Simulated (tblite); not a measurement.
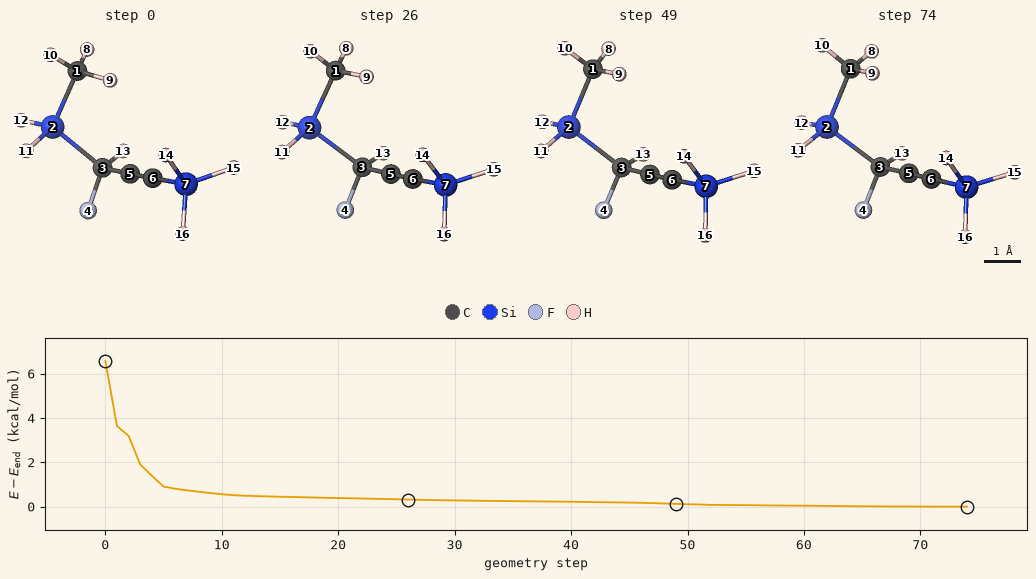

Frames of a relaxation of C4H9FSi2, marked on the history of the run. The picture is a ball-and-stick view, seen from a free direction.

The calculation used tblite 0.8.0, GFN2-xTB geometry optimisation, gas phase. 

What happens along the run?

Answer. Over 74 geometry steps the energy falls by 6.57 kcal/mol. The atom that moves furthest after the best rigid fit is H9 (0.55 Å). By element the largest moves are H 0.55 Å, Si 0.13 Å, C 0.13 Å, F 0.06 Å. Some distances before and after: C3–F4 1.346 → 1.397 Å, Si2–C3 1.889 → 1.938 Å, C3–C5 1.479 → 1.441 Å, C1–H9 1.120 → 1.087 Å. Among the angles between lasting bonds that change: H8–C1–H10 114.0° → 107.5°, C3–Si2–H12 111.9° → 106.3°, F4–C3–H13 110.9° → 105.3°. Cost: 0.55 s on 1 thread of Arm Neoverse V1 (shared host). From step 0 to 26: H9 moves most (0.14 Å), energy −6.25 kcal/mol. From step 26 to 49: H atoms move most (0.25 Å), energy −0.20 kcal/mol. From step 49 to 74: H10 moves most (0.20 Å), energy −0.13 kcal/mol.

```
step  E − E(0), kcal/mol
   0                0.00
   1               -2.93
   2               -3.38
   3               -4.67
   4               -5.18
   5               -5.66
   6               -5.76
   7               -5.83
   8               -5.89
   9               -5.96
  10               -6.01
  13               -6.09
  17               -6.15
  20               -6.18
  23               -6.21
  27               -6.26
  30               -6.29
  34               -6.32
  37               -6.33
  40               -6.35
  44               -6.38
  47               -6.41
  50               -6.46
  54               -6.50
  57               -6.52
  61               -6.53
  64               -6.55
  67               -6.56
  71               -6.57
  74               -6.57
```
